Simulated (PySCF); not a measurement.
# AlH (SMILES [AlH]) at CCSDT/def2-SVP

What is the vertical singlet–triplet gap of AlH at CCSDT/def2-SVP? 

The calculation is run with PySCF 2.14.0.

10 further runs of the same task are left out: 10 set aside as unsound or not needed.

## 1. The molecule

AlH has 2 atoms, charge 0, and is taken as a singlet. SMILES: `[AlH]`. The coordinates come from a PBE0-D4/def2-TZVP relaxation.

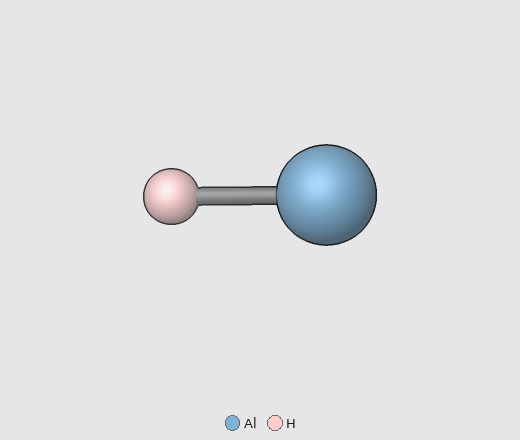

The structure, seen from a chosen angle (aluminium light blue, hydrogen pink).

## 2. A single-point energy at CCSDT/def2-SVP

mol.xyz

```xyz
2

Al     0.000000     0.000000    -0.025640
H      0.000000     0.000000     1.639110
```

job.py

```python
from pyscf import gto, cc

system = gto.M(
    atom='mol.xyz',
    basis='def2-svp',
    verbose=4,
    max_memory=1860,
    charge=0,
    spin=0,
)

calc0 = system.RHF()
calc0.conv_tol = 1e-10
calc0.kernel()
if not calc0.converged:
    calc0 = calc0.newton().run(calc0.mo_coeff, calc0.mo_occ)

mycc = cc.CCSDT(calc0, frozen=5)
mycc.kernel()
energy = mycc.e_tot
print('E(%s) = %.9f' % ('CCSDT', energy))
```

On the command line:

```console
$ OMP_NUM_THREADS=1 python job.py
```

Standard output:

```text
PySCF version 2.14.0

[INPUT] num. atoms = 2
[INPUT] num. electrons = 14
[INPUT] charge = 0
[INPUT] spin (= nelec alpha-beta = 2S) = 0
[INPUT] symmetry False subgroup None
[INPUT] Mole.unit = angstrom
[INPUT] Symbol           X                Y                Z      unit          X                Y                Z       unit  Magmom
[INPUT]  1 Al     0.000000000000   0.000000000000  -0.025640000000 AA    0.000000000000   0.000000000000  -0.048452577834 Bohr   0.0
[INPUT]  2 H      0.000000000000   0.000000000000   1.639110000000 AA    0.000000000000   0.000000000000   3.097468988036 Bohr   0.0

nuclear repulsion = 4.13233442977024
number of shells = 11
number of NR pGTOs = 43
number of NR cGTOs = 23
basis = def2-svp
ecp = {}

******** <class 'pyscf.scf.hf.RHF'> ********
method = RHF
initial guess = minao
damping factor = 0
level_shift factor = 0
DIIS = <class 'pyscf.scf.diis.CDIIS'>
diis_start_cycle = 1
diis_space = 8
diis_damp = 0
SCF conv_tol = 1e-10
SCF conv_tol_grad = None
SCF max_cycles = 50
direct_scf = True
direct_scf_tol = 1e-13
Set gradient conv threshold to 1e-05
Initial guess from minao.
init E= -242.128791005985
  HOMO = -0.171832265265926  LUMO = 0.00896434533026778  gap/eV = 4.91973
cycle= 1 E= -242.362999636092  delta_E= -0.234  |g|= 0.122  |ddm|= 1.12
  HOMO = -0.289570816962245  LUMO = 0.0284160905072203  gap/eV = 8.65286
cycle= 2 E= -242.372207386774  delta_E= -0.00921  |g|= 0.0271  |ddm|= 0.311
  HOMO = -0.287004898179188  LUMO = 0.0355824593100547  gap/eV = 8.77805
cycle= 3 E= -242.37281453596  delta_E= -0.000607  |g|= 0.00581  |ddm|= 0.0982
  HOMO = -0.287185563219247  LUMO = 0.0352571529536932  gap/eV = 8.77411
cycle= 4 E= -242.372850005995  delta_E= -3.55e-05  |g|= 0.000834  |ddm|= 0.0308
  HOMO = -0.287298355930892  LUMO = 0.0350512149023056  gap/eV = 8.77158
cycle= 5 E= -242.372850904498  delta_E= -8.99e-07  |g|= 0.000154  |ddm|= 0.0063
  HOMO = -0.287311495422759  LUMO = 0.0350223304159672  gap/eV = 8.77115
cycle= 6 E= -242.372850939859  delta_E= -3.54e-08  |g|= 1.71e-05  |ddm|= 0.0015
  HOMO = -0.287307121292605  LUMO = 0.035024670095029  gap/eV = 8.77109
cycle= 7 E= -242.372850940187  delta_E= -3.29e-10  |g|= 1.05e-06  |ddm|= 0.000148
  HOMO = -0.287307110599839  LUMO = 0.0350247361643664  gap/eV = 8.77110
cycle= 8 E= -242.372850940188  delta_E= -1.08e-12  |g|= 1.13e-07  |ddm|= 5.55e-06
  HOMO = -0.287307097337608  LUMO = 0.0350247469720234  gap/eV = 8.77110
Extra cycle  E= -242.372850940188  delta_E= 1.99e-13  |g|= 3.39e-08  |ddm|= 5.79e-07
converged SCF energy = -242.372850940188

******** <class 'pyscf.cc.rccsdt.RCCSDT'> ********
RCCSDT nocc = 2, nmo = 18
Allocating only the i<=j<=k part of the T3 amplitude in memory
frozen orbitals 5
max_cycle = 50
conv_tol = 1e-07
conv_tol_normt = 1e-06
diis with the T3 amplitude
diis_space = 6
diis_start_cycle = 0
diis_start_energy_diff = 1e+09
einsum_backend: numpy
_make_eris_incore_RCCSDT
blksize  2    blksize_oovv  2    blksize_oooo  2    blksize_vvvv  1

WARN: A large `blksize` is being used, which may cause large memory consumption
      for storing contraction intermediates. If memory is sufficient, consider using
      `pyscf.cc.rccsdt_highm.RCCSDT` instead.

WARN: A large `blksize_oovv` is being used, which may cause large memory consumption
      for storing contraction intermediates. If memory is sufficient, consider using
      `pyscf.cc.rccsdt_highm.RCCSDT` instead.

WARN: A large `blksize_oooo` is being used, which may cause large memory consumption
      for storing contraction intermediates. If memory is sufficient, consider using
      `pyscf.cc.rccsdt_highm.RCCSDT` instead.

Approximate memory usage estimate
    T3 memory                 128 KB
    R3 memory                 128 KB
    Symmetrized T3 memory     192 KB
    ERIs memory               820 KB
    T1-ERIs memory            820 KB
    Intermediates memory      820 KB
    Block workspace           512 KB
    T3 einsum buffer          512 KB
Init t2, MP2 energy = -242.422853146731  E_corr(MP2) -0.050002206543
Init E_corr(RCCSDT) = -0.0500022065425791
cycle =  1  E_corr(RCCSDT) = -0.062873548499  dE = -1.287134195650e-02  norm(d tamps) = 6.29063478e-02
cycle =  2  E_corr(RCCSDT) = -0.067636742032  dE = -4.763193533154e-03  norm(d tamps) = 3.04761471e-02
cycle =  3  E_corr(RCCSDT) = -0.071770781612  dE = -4.134039579827e-03  norm(d tamps) = 1.62948178e-02
cycle =  4  E_corr(RCCSDT) = -0.071663803445  dE =  1.069781674467e-04  norm(d tamps) = 2.46421284e-03
cycle =  5  E_corr(RCCSDT) = -0.071665675608  dE = -1.872163234967e-06  norm(d tamps) = 4.95589940e-04
cycle =  6  E_corr(RCCSDT) = -0.071661681278  dE =  3.994329869791e-06  norm(d tamps) = 1.96622709e-04
cycle =  7  E_corr(RCCSDT) = -0.071654892010  dE =  6.789267901944e-06  norm(d tamps) = 8.09071563e-05
cycle =  8  E_corr(RCCSDT) = -0.071657337235  dE = -2.445224472292e-06  norm(d tamps) = 2.24440402e-05
cycle =  9  E_corr(RCCSDT) = -0.071657375409  dE = -3.817397399575e-08  norm(d tamps) = 6.51625769e-06
cycle = 10  E_corr(RCCSDT) = -0.071657005144  dE =  3.702648898596e-07  norm(d tamps) = 2.80044117e-06
cycle = 11  E_corr(RCCSDT) = -0.071656966641  dE =  3.850273268269e-08  norm(d tamps) = 4.88304110e-07
RCCSDT converged
E(RCCSDT) = -242.444507906829   E_corr = -0.07165696664089645
E_corr(same-spin) = -0.00275326088969999
E_corr(oppo-spin) = -0.0689037057511965
E(CCSDT) = -242.444507907
```

It took 0.86 s on 1 thread of Arm Neoverse V2, shared host; peak memory 0.12 GiB.

## 3. The triplet

input.py

```python
from pyscf import gto, cc

mol = gto.M(
    atom='''
Al   0.000000   0.000000  -0.025640
H    0.000000   0.000000   1.639110
''',
    basis='def2-svp',
    max_memory=1860,
    verbose=3,
    charge=0,
    spin=2,
)

mf = mol.UHF()
mf.conv_tol = 1e-10
mf.kernel()
if not mf.converged:
    mf = mf.newton().run(mf.mo_coeff, mf.mo_occ)

mycc = cc.CCSDT(mf, frozen=5)
mycc.kernel()
etot = mycc.e_tot
print(f'total energy: {etot:.8f} hartree')
```

On the command line:

```console
$ OMP_NUM_THREADS=1 python input.py
```

Standard output:

```text
WARN: HOMO 0.00896434533026778 >= LUMO -0.171832265265926

converged SCF energy = -242.328181803065  <S^2> = 2.0077111  2S+1 = 3.0051364
_make_eris_incore_UCCSDT

WARN: A large `blksize_v_aaa` is being used, which may cause large memory consumption
      for storing contraction intermediates. If memory is sufficient, consider using
      `pyscf.cc.uccsdt_highm.UCCSDT` instead.

WARN: A large `blksize_v_aab` is being used, which may cause large memory consumption
      for storing contraction intermediates. If memory is sufficient, consider using
      `pyscf.cc.uccsdt_highm.UCCSDT` instead.

UCCSDT converged
E(UCCSDT) = -242.3764063345635   E_corr = -0.04822453149869545
E_corr(same-spin) = -0.00596673932471589
E_corr(oppo-spin) = -0.0422577921739796
total energy: -242.37640633 hartree
```

Run time: 1.4 s. Hardware: 1 thread of Arm Neoverse V2, shared host; peak memory 0.13 GiB.

## 4. What came out

Level: CCSDT/def2-SVP, 5 core orbitals frozen.

| quantity | value |
| --- | --- |
| singlet: total energy | -242.44451 Eh |
| singlet: dipole moment (Hartree–Fock density) | 0.21 D |
| singlet: HOMO energy (Hartree–Fock orbitals) | -7.82 eV |
| singlet: LUMO energy (Hartree–Fock orbitals) | 0.95 eV |
| singlet: HOMO–LUMO gap (Hartree–Fock orbitals) | 8.77 eV |
| singlet: correlation energy (5 core orbitals frozen) | -71.7 mEh |
| singlet: T1 diagnostic | 0.015 |
| triplet: total energy | -242.37641 Eh |
| triplet: dipole moment (Hartree–Fock density) | 1.14 D |
| triplet: HOMO energy (Hartree–Fock orbitals) (highest over α and β) | -6.44 eV |
| triplet: LUMO energy (Hartree–Fock orbitals) (lowest over α and β) | 0.00 eV |
| triplet: correlation energy (5 core orbitals frozen) | -48.2 mEh |
| triplet: ⟨S²⟩ of the reference determinant | 2.008 |
| triplet: T1 diagnostic | 0.026 |
| vertical energy of the triplet above the singlet | 1.853 eV |

In words: At this shape the triplet lies 1.85 eV (179 kJ/mol) above the singlet.
